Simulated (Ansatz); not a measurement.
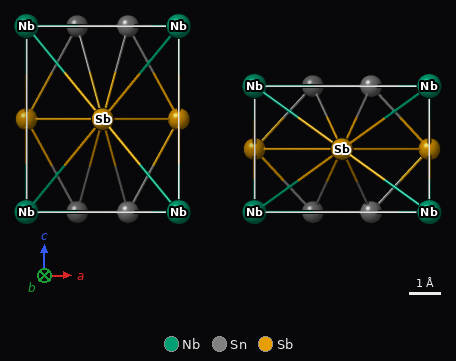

Two geometries of a crystal of NbSn₂Sb₃ (a generated structure, set up in P6/mmm) (coarse preliminary run), drawn at one scale. One is the start of a relaxation, the other its converged end. A ball-and-stick model of the cell of the calculation, seen along the b axis.

Computed with DFT PBE, scalar-relativistic, plane waves, PAW (Ansatz 0.2.0). (plane-wave cutoff 420 eV; k-point mesh 3 × 3 × 4; occupations gaussian; smearing width 0.1 eV; no spin polarisation; cell and atoms relaxed; force threshold 0.04 eV/Å; at most 70 steps)

Which of the two is the end point?

Answer. The left one is the relaxed one. No atom moves by more than 0.005 Å relative to the cell. The drawn cell changes as follows: a = b 6.598 → 5.744 Å (−12.9 %), c 4.118 → 6.077 Å (+47.6 %); the volume changes by +11.8 %. Among the contacts that change: Sb–Sn 2.805 → 3.462 Å, Sn–Sn 3.809 → 3.316 Å, Nb–Sn 3.809 → 3.316 Å, Sb–Sb 3.299 → 2.872 Å. The space group stays P6/mmm (No. 191). The energy falls by 3.171 eV per cell of the calculation in 13 accepted moves (15 points after the start). All forces vanish by symmetry, so only the cell relaxes. The pressure goes from 12.33 to 0.05 GPa. At 2 points the geometry stayed and the basis and grid were re-selected for the new cell (energy shift of 0.393 eV per cell of the calculation at most each time).

Limits of the set-up: the k-point mesh is coarse for a cell with partly filled bands.
